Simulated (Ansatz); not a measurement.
Profile along the Pb–F line in PbBrF (space group P4/nmm)

PbBrF (space group P4/nmm)

```cif
data_Br2F2Pb2
_chemical_formula_sum 'Pb2 Br2 F2'
_space_group_name_H-M_alt 'P 1'
_space_group_IT_number 1
_cell_length_a 4.10128
_cell_length_b 4.10128
_cell_length_c 7.38339
_cell_angle_alpha 90.000
_cell_angle_beta 90.000
_cell_angle_gamma 90.000
loop_
_space_group_symop_operation_xyz
  'x, y, z'
loop_
_atom_site_label
_atom_site_type_symbol
_atom_site_fract_x
_atom_site_fract_y
_atom_site_fract_z
_atom_site_occupancy
Pb1 Pb 0.00000 0.50000 0.80498 1
Pb2 Pb 0.50000 0.00000 0.19502 1
Br1 Br 0.50000 0.00000 0.64626 1
Br2 Br 0.00000 0.50000 0.35374 1
F1 F 0.50000 0.50000 0.00000 1
F2 F 0.00000 0.00000 0.00000 1
```

Fields along a shortest Pb–F line of a (010) plane (2.51 Å), from Pb to F, interpolated on the slice's grid (step about 0.2 Å). Method: LDA (plane waves to 420 eV, PAW, scalar-relativistic; Ansatz, a quantum-chemistry and plane-wave program). k mesh 8×8×5. Near the nuclei the fields are pseudised (PAW); where an atom keeps semicore shells as valence, they peak there. PbBrF was relaxed with its symmetry unable to fall. Spin-orbit coupling is left out, though Pb is heavy.

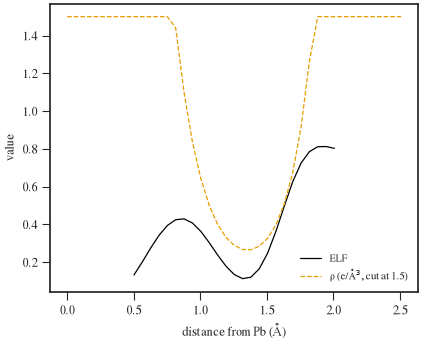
Fig. 1. ELF (away from the nuclei) and valence density from Pb to F.

Density on the Pb–F line (2.51 Å) at its density minimum, 1.4 Å from Pb: 0.27 e/Å³. ELF at that point: 0.12.
